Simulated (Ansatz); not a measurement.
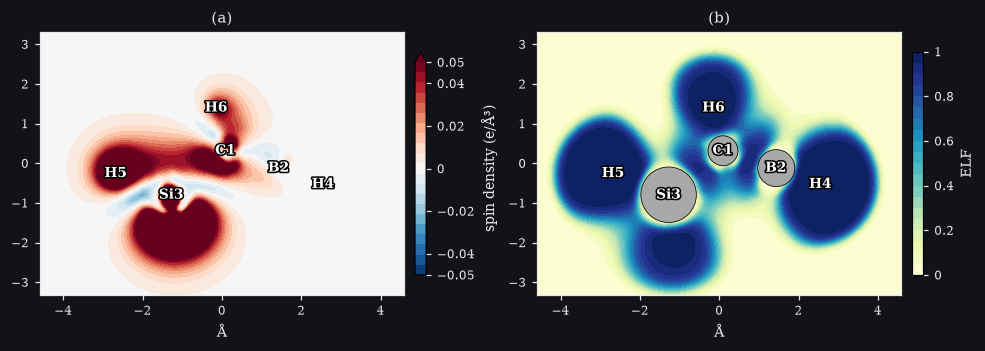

Figure 1: CH₃BSi (charge +1, doublet). (a) spin density; (b) ELF on the molecular plane. Grey discs cover the atomic cores in the ELF map.

Geometry: PBE0-D3(BJ)/def2-SVP.

All numbers below come from isolated molecule in a Gaussian basis; Kohn-Sham density functional theory, functional PBE0 in Ansatz 0.2.0.

```xyz
6

C     0.2127    2.0053   -0.4763
B     0.4152    0.6569   -0.1058
Si    0.0527    2.5254   -2.1535
H     0.5846   -0.4871    0.1645
H    -0.1604    3.9736   -2.4699
H     0.1474    2.7922    0.2964
```

Read the bonding off the picture.

Atoms in the plane: C, B, Si and H.
C–B (1.41 Å): the ELF peaks at about 0.95 between the atoms, as expected for localised, covalent bonding.
C–Si (1.76 Å): the ELF peaks at about 0.90 between the atoms (localised, covalent bonding).
C–H (1.10 Å): the ELF climbs to about 1 towards the hydrogen, as it does in any bond to H: an ordinary covalent bond to hydrogen.
B–H (1.19 Å): the ELF climbs to about 1 towards the hydrogen; a covalent bond by its length.
Si–H (1.50 Å): the ELF climbs to about 1 towards the hydrogen.
The ELF also peaks beside Si3, away from the bonds: non-bonding electrons, paired or unpaired.
The unpaired spin (1 electron) lies mostly on Si3 (about 0.8) and H5 (about 0.1), in electrons by Hirshfeld's partition.
